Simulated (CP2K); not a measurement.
Consider aminoacetylene at its PBE geometry (Å).

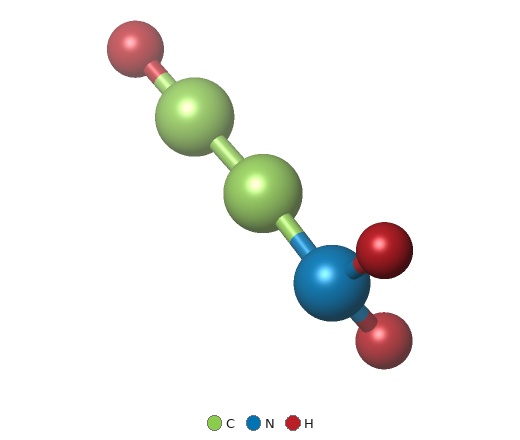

The molecule (carbon green, nitrogen blue, hydrogen red).

```xyz
6

C     1.4122    0.1150    0.3522
C     0.2240    0.0517    0.1097
N    -1.1149    0.0382   -0.0933
H     2.4593    0.1643    0.5576
H    -1.4226    0.5022   -0.9454
H    -1.5580   -0.8714    0.0193
```

Method: CP2K XAS_TDP, all-electron GAPW, PBEh(45%), aug-cc-pVTZ, TDA, GW2X-corrected core level, no relativity.

Predict the bright core excitations at the N K edge.

Leading lines: N3 402.94 eV. The leading line of an atom is its first one with 35 % of the strongest within 2.5 eV of its lowest line over the strength cut. Core ionisation energies at this level: N3 405.25 eV.

The first six lines of each atom with a strength over 0.0015:

```
                    atom  energy (eV)  states  strength, one atom  above the computed threshold
N3 (bonded to C and 2 H)       402.19       1              0.0059                              
                               402.94       1              0.0201                              
                               404.09       1              0.0153                              
                               404.23       1              0.0066                              
                               404.47       1              0.0041                              
                               404.68       1              0.0080
```

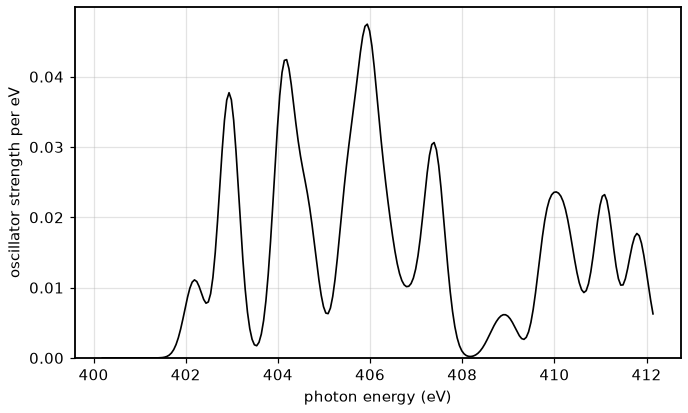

All atoms added, broadened by 0.5 eV.

Lines are vertical, at one geometry, with no vibrational structure. GW2X ionisation energies and lines can be off by 1 to 2 eV either way, and a good line position may hide errors that cancel. These values hold no scalar relativity, about 0.2 eV for N 1s. Rydberg lines, and the discretised continuum above threshold, depend on the basis and the box.

[Banner, clock and machine lines of the logs are left out without a mark of their own.]

[Logs are printed without paths, hosts, clocks, repeated set-up lines and the standing remarks that a program may print on its own settings, such as how far it seeks lower states.]

[Hosts, paths, dates, database ids (printed as entryN), source tags and the programs' standing remarks are cut or masked in the printed files.]
